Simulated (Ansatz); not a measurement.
## Profile along the Be–Be line in Be (hcp, Mg type)

Be (hcp, Mg type)

```yaml
crystal:
  lattice:
    - [2.26315, 0.00000, 0.00000]
    - [-1.13157, 1.95994, 0.00000]
    - [0.00000, 0.00000, 3.56313]
  atoms:
    - { symbol: Be, position: [0.33333, 0.66667, 0.75000] }
    - { symbol: Be, position: [0.66667, 0.33333, 0.25000] }
```

Fields along a shortest Be–Be line of a (1 -1 0 0) plane (2.26 Å), from Be to Be, interpolated on the slice's grid (step about 0.1 Å). Computed with r2SCAN (plane waves to 500 eV, PAW, scalar-relativistic; Ansatz, a first-principles code). k mesh 23×23×13. Inside the PAW spheres the values are not all-electron values, and peaks at nuclei hang on which shells count as valence. Be was relaxed with its symmetry unable to fall. The PAW data are Ansatz's earlier set.

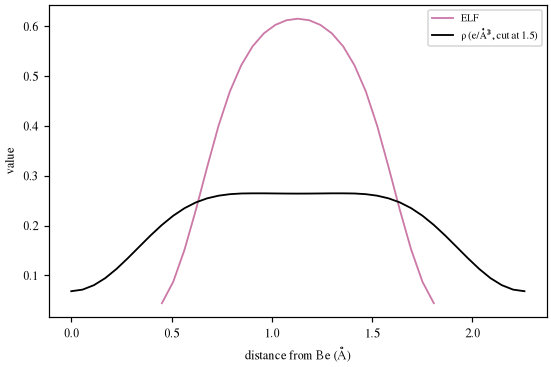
Figure: ELF (away from the nuclei) and valence density from Be to Be.

Density on the Be–Be line (2.26 Å) at its midpoint: 0.26 e/Å³. ELF at that point: 0.62. ELF maximum in the middle third of the Be–Be line: 0.62, 1.1 Å from Be.
